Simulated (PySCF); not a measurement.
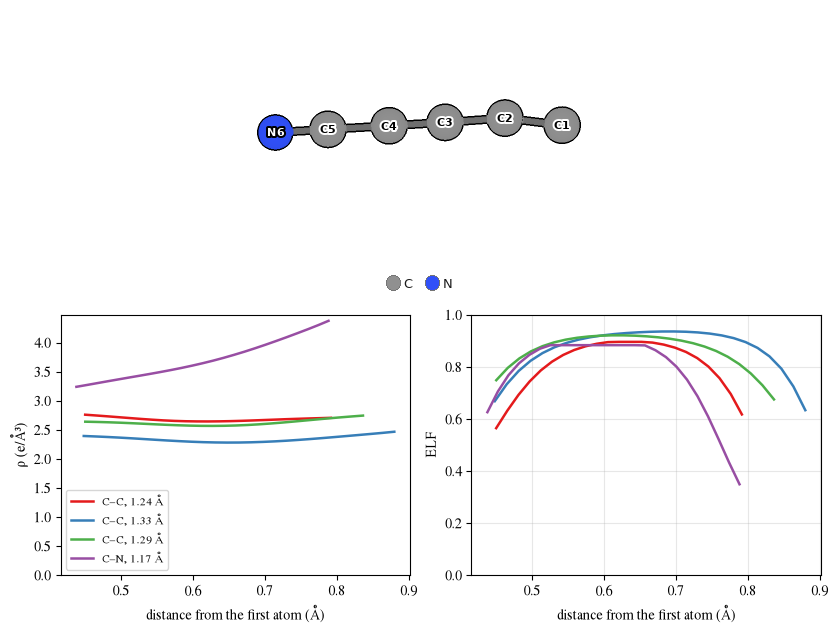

C$_{5}$N (cyanobutadiynyl radical) (doublet). Total electron density and electron localisation function along straight lines between neighbouring atoms. The curves leave out the atomic cores. The structure is drawn too.

Geometry: PBE0-D3(BJ)/def2-SVP.

Level of theory: UKS B3LYP, IGLO-III on C N, non-relativistic, mean-field spin-orbit, GIAO in PySCF.

```xyz
6

C    -3.0438   -0.4727    0.8980
C    -1.8664   -0.1194    0.5160
C    -0.5897   -0.0229    0.1609
C     0.6013    0.0827   -0.1766
C     1.9015    0.2008   -0.5492
N     3.0212    0.3018   -0.8678
```

**Compare the contacts.**

C–C (1.24 Å): ρ is about 2.6 e/Å³ halfway; the ELF peaks at about 0.90 between the atoms; a short, multiple covalent bond.
C–C (1.33 Å): the density is about 2.3 e/Å³ at the midpoint; the ELF peaks at about 0.95 between the atoms: a short, multiple covalent bond.
C–C (1.29 Å): the density is about 2.6 e/Å³ at the midpoint; the ELF peaks at about 0.90 between the atoms; a multiple bond.
C–N (1.17 Å): ρ is about 3.6 e/Å³ halfway; the ELF peaks at about 0.90 between the atoms: a short, multiple covalent bond.
